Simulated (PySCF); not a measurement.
C$_{2}$H$_{4}$, SMILES `C=C`.

Method: ωB97X/def2-SVP; geometry: GFN2-xTB; program: PySCF. No frequency check shows the geometry to be a minimum. Without diffuse functions Rydberg states are missing, so the states' numbers hold for this basis only.

Coordinates in Å:

```
C1      -0.6582    0.0000    0.0000
C2       0.6582    0.0000    0.0000
H3      -1.2293   -0.9140    0.0000
H4      -1.2293    0.9140    0.0000
H5       1.2293    0.9140    0.0000
H6       1.2293   -0.9140    0.0000
```

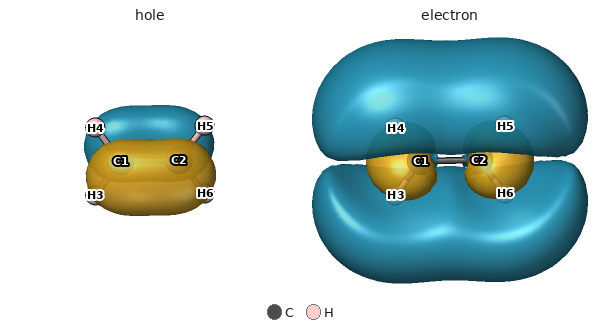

Leading natural transition orbital pair of S₃ (full linear response singlet states); the surfaces enclose about 85 % of each orbital's density.

### Give its energy and the atoms that hole and electron lie on.

9.43 eV (131 nm), f = 0.008, partly diffuse acceptor orbital, which a basis without diffuse functions describes poorly; the leading pair carries 100 %; hole on C1 and C2 (43 % each), electron on C1 and C2 (17 % each) and H3, H4, H5 and H6 (17 % each) (atom shares of so diffuse an orbital are rough); their centroids lie 0.0 Å apart. In canonical orbitals it is mainly HOMO → LUMO+1 (99 %). The HOMO–LUMO gap is 13.12 eV.
